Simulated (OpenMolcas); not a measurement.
# One shape, several levels: doublet GaBH3ClO+

We compute a comparison of 4 runs (UB3LYP/6-31G*, UBHLYP/6-31G*, UPBE/6-31G*, UPBE0/6-31G*) of doublet GaBH3ClO+. 

The calculation is run with OpenMolcas 26.06.

2 further runs of the same task are left out: 1 that didn't finish, 1 set aside as unsound or not needed.

**1. The molecule**

The species is GaBH3ClO+ (7 atoms), meant as a doublet with charge +1. As SMILES of the parent species, `O[B](Cl)[GaH2]`. The coordinates come from a PBE0-D4/def2-TZVP relaxation. This is one conformer, not always the lowest. That shape belongs to the parent species and isn't relaxed for this state.

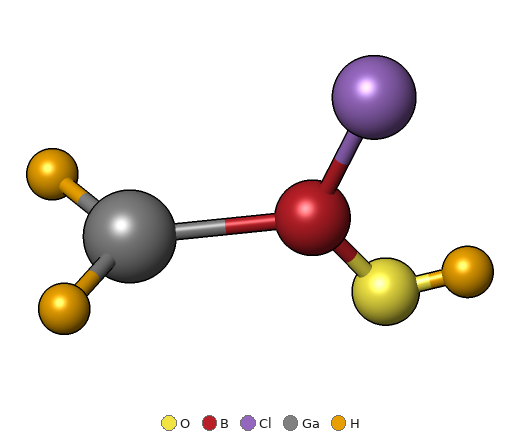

The structure, seen from a chosen angle (oxygen yellow, boron red, chlorine purple, gallium grey, hydrogen amber).

**2. A single-point energy at UB3LYP/6-31G(d) (spherical functions) (run 1)**

mol.xyz

```xyz
7

O     -0.845500    -1.229100     0.927100
B     -0.031900    -0.664900     0.017900
Cl     0.899000    -1.736200    -1.070500
Ga     0.202400     1.406200    -0.190800
H     -0.850900    -2.194300     0.905900
H     -0.691300     2.232500    -1.186100
H      1.318000     2.185900     0.596500
```

run.inp

```
&GATEWAY
 BasLib
 $CurrDir
 Coord
 mol.xyz
 Basis
 6-31Gs
 Group
 NoSym

&SEWARD
 GridInput
 Grid=UltraFine
 End of Grid

&SCF
 UHF
 Charge
 1
 Spin
 2
 KSDFT
 B3LYP
 Thresholds
 1e-10 1e-07 1e-07 1e-05
 PrOrbitals
 1
```

The basis set 6-31G* is read from a file made from the Basis Set Exchange's data (not shown).

Started as:

```bash
export MOLCAS_MEM=1860
pymolcas run.inp > run.log
```

The program printed:

```text
--- Start Module: gateway ---
[...]
--- Stop Module: gateway /rc=_RC_ALL_IS_WELL_ ---
--- Start Module: seward ---
[...]
      Basis functions           84
--- Stop Module: seward /rc=_RC_ALL_IS_WELL_ ---
[...]
--- Start Module: scf ---
[...]
       Convergence after  23 Iterations
[...]
::    Total KS-DFT energy                           -2486.4014195950
[...]
      Total spin, S                                     0.5022323379
[...]
      Total electronic charge=   63.000000
      Total            charge=    1.000000
[...]
      Dipole Moment (debye):
      Origin of the operator (angstrom)=    0.2336    0.0857   -0.2631
                   X= -5.5495E-01               Y= -7.2206E-01               Z=  6.1101E-01           Total=  1.0967E+00
      Center of Charge (angstrom)
[...]
--- Stop Module: scf /rc=_RC_ALL_IS_WELL_ ---
[...]
```

Run time: 31 s. Hardware: 1 thread of Intel Xeon 6975P-C (Granite Rapids), shared host; peak memory 0.46 GiB.

**3. The energy at UBHLYP/6-31G(d) (spherical functions) (run 2)**

coord.xyz

```xyz
7

O     -0.845500    -1.229100     0.927100
B     -0.031900    -0.664900     0.017900
Cl     0.899000    -1.736200    -1.070500
Ga     0.202400     1.406200    -0.190800
H     -0.850900    -2.194300     0.905900
H     -0.691300     2.232500    -1.186100
H      1.318000     2.185900     0.596500
```

run.inp

```
&gateway
 baslib=$CurrDir
 coord=coord.xyz
 basis=6-31Gs
 group=NoSym

&seward
 gridinput
 Grid=UltraFine
 End of Grid

&scf
 uhf
 charge=1
 spin=2
 ksdft=HYB_GGA_XC_BHANDHLYP
 thresholds=1e-10 1e-07 1e-07 1e-05
 prorbitals=1 1
```

The basis set 6-31G* is read from a file made from the Basis Set Exchange's data (not shown).

Started as:

```bash
export MOLCAS_MEM=1860
pymolcas run.inp > run.log
```

The program printed:

```text
--- Start Module: gateway ---
[...]
--- Stop Module: gateway /rc=_RC_ALL_IS_WELL_ ---
--- Start Module: seward ---
[...]
      Basis functions           84
--- Stop Module: seward /rc=_RC_ALL_IS_WELL_ ---
[...]
--- Start Module: scf ---
[...]
       Convergence after  24 Iterations
[...]
::    Total KS-DFT energy                           -2486.2505855392
[...]
      Total spin, S                                     0.5047754383
[...]
      Total electronic charge=   63.000000
      Total            charge=    1.000000
[...]
      Dipole Moment (debye):
      Origin of the operator (angstrom)=    0.2336    0.0857   -0.2631
                   X= -5.7733E-01               Y= -5.0169E-01               Z=  6.4260E-01           Total=  9.9897E-01
      Center of Charge (angstrom)
[...]
--- Stop Module: scf /rc=_RC_ALL_IS_WELL_ ---
[...]
```

Run time: 30 s. Hardware: 1 thread of Intel Xeon 6975P-C (Granite Rapids), shared host; peak memory 0.46 GiB.

**4. The energy at UPBE/6-31G(d) (spherical functions) (run 3)**

mol.inp

```
* BClGaH3O Kohn-Sham DFT

&GATEWAY
  BasLib=$CurrDir
  Coord
  7
  bohr
  O     -1.59776344    -2.32266238     1.75196509
  B     -0.06028226    -1.25647890     0.03382610
  Cl     1.69886379    -3.28094250    -2.02295182
  Ga     0.38248057     2.65733288    -0.36055974
  H     -1.60796796    -4.14662604     1.71190290
  H     -1.30636767     4.21881357    -2.24140416
  H      2.49065903     4.13075234     1.12722163
  Basis=6-31Gs
  Group=NoSym

&SEWARD
  GridInput
  Grid=UltraFine
  End of Grid

&SCF
  UHF
  Charge=1
  Spin=2
  KSDFT=PBE
  Thresholds=1e-10 1e-07 1e-07 1e-05
  PrOrbitals=1 1
```

The basis set 6-31G* is read from a file made from the Basis Set Exchange's data (not shown).

Started as:

```bash
export MOLCAS_MEM=1860
pymolcas mol.inp > mol.log
```

The program printed:

```text
--- Start Module: gateway ---
[...]
--- Stop Module: gateway /rc=_RC_ALL_IS_WELL_ ---
--- Start Module: seward ---
[...]
      Basis functions           84
--- Stop Module: seward /rc=_RC_ALL_IS_WELL_ ---
[...]
--- Start Module: scf ---
[...]
       Convergence after  29 Iterations
[...]
::    Total KS-DFT energy                           -2485.7369662296
[...]
      Total spin, S                                     0.5011527670
[...]
      Total electronic charge=   63.000000
      Total            charge=    1.000000
[...]
      Dipole Moment (debye):
      Origin of the operator (angstrom)=    0.2336    0.0857   -0.2631
                   X= -5.6065E-01               Y= -8.1736E-01               Z=  6.1468E-01           Total=  1.1663E+00
      Center of Charge (angstrom)
[...]
--- Stop Module: scf /rc=_RC_ALL_IS_WELL_ ---
[...]
```

It took 37 s on 1 thread of Intel Xeon 6975P-C (Granite Rapids), shared host; peak memory 0.46 GiB.

**5. A single-point energy at UPBE0/6-31G(d) (spherical functions) (run 4)**

struct.xyz

```xyz
7

O     -0.845500    -1.229100     0.927100
B     -0.031900    -0.664900     0.017900
Cl     0.899000    -1.736200    -1.070500
Ga     0.202400     1.406200    -0.190800
H     -0.850900    -2.194300     0.905900
H     -0.691300     2.232500    -1.186100
H      1.318000     2.185900     0.596500
```

test.inp

```
&GATEWAY
  BasLib=$CurrDir
  Coord=struct.xyz
  Basis=6-31Gs
  Group=NoSym

&SEWARD
  GridInput
  Grid=UltraFine
  End of Grid

&SCF
  UHF
  Charge=1
  Spin=2
  KSDFT=PBE0
  Thresholds=1e-10 1e-07 1e-07 1e-05
  PrOrbitals=1 1
```

The basis set 6-31G* is read from a file made from the Basis Set Exchange's data (not shown).

Started as:

```bash
export MOLCAS_MEM=1860
pymolcas test.inp > test.log
```

The program printed:

```text
--- Start Module: gateway ---
[...]
--- Stop Module: gateway /rc=_RC_ALL_IS_WELL_ ---
--- Start Module: seward ---
[...]
      Basis functions           84
--- Stop Module: seward /rc=_RC_ALL_IS_WELL_ ---
[...]
--- Start Module: scf ---
[...]
       Convergence after  24 Iterations
[...]
::    Total KS-DFT energy                           -2485.8122178233
[...]
      Total spin, S                                     0.5026498145
[...]
      Total electronic charge=   63.000000
      Total            charge=    1.000000
[...]
      Dipole Moment (debye):
      Origin of the operator (angstrom)=    0.2336    0.0857   -0.2631
                   X= -5.7647E-01               Y= -6.0997E-01               Z=  6.3840E-01           Total=  1.0545E+00
      Center of Charge (angstrom)
[...]
--- Stop Module: scf /rc=_RC_ALL_IS_WELL_ ---
[...]
```

Wall time 30 s (1 thread of Intel Xeon 6975P-C (Granite Rapids), shared host); peak memory 0.47 GiB.

**6. All runs side by side**

| run | level | energy (Eh) | HOMO energy (eV) | LUMO energy (eV) | ⟨S²⟩ | wall time |
| --- | --- | --- | --- | --- | --- | --- |
| 1 | UB3LYP/6-31G* (spherical functions) | -2486.401420 | -13.97 | -12.05 | 0.754 | 31 s |
| 2 | UBHLYP/6-31G* (spherical functions) | -2486.250586 | -15.24 | -11.08 | 0.760 | 30 s |
| 3 | UPBE/6-31G* (spherical functions) | -2485.736966 | -13.00 | -12.47 | 0.752 | 37 s |
| 4 | UPBE0/6-31G* (spherical functions) | -2485.812218 | -14.19 | -11.85 | 0.755 | 30 s |

**7. Results**

| quantity | value |
| --- | --- |
| run 4: total energy | -2485.81222 Eh |
| run 4: HOMO energy (highest over α and β) | -14.19 eV |
| run 4: LUMO energy (lowest over α and β) | -11.85 eV |
| run 4: ⟨S²⟩ | 0.755 |

What this shows: Totals of different functionals can't be ranked against each other. All runs together took 2.1 min, the longest 37 s.
